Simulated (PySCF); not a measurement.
Vertical excitations of a molecule C2H7FSi2 from TDDFT-PBE/def2-SVPD run with PySCF, as energy in eV (oscillator strength): 5.33 (0.006), 5.75 (0.216), 5.87 (0.002), 6.09 (0.000), 6.38 (0.022), 6.45 (0.017), 6.92 (0.000), 6.94 (0.000), 7.04 (0.074), 7.16 (0.051). Lowest triplet (TDA): 3.95 eV. Coordinates come from a PBE0-D3(BJ)/def2-SVP optimisation. The values are those of a single conformer.

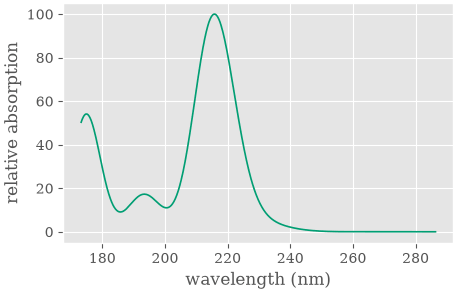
*The lines broadened by 0.4 eV.*

**Question.** Pick the molecule that these values belong to.
A. F[SiH]1C[SiH2]C1
B. F[SiH2]/C=C\[SiH3]
C. C=C[SiH2][SiH2]F
D. F/C=C\[SiH2][SiH3]

**Answer.** B, F[SiH2]/C=C\[SiH3]
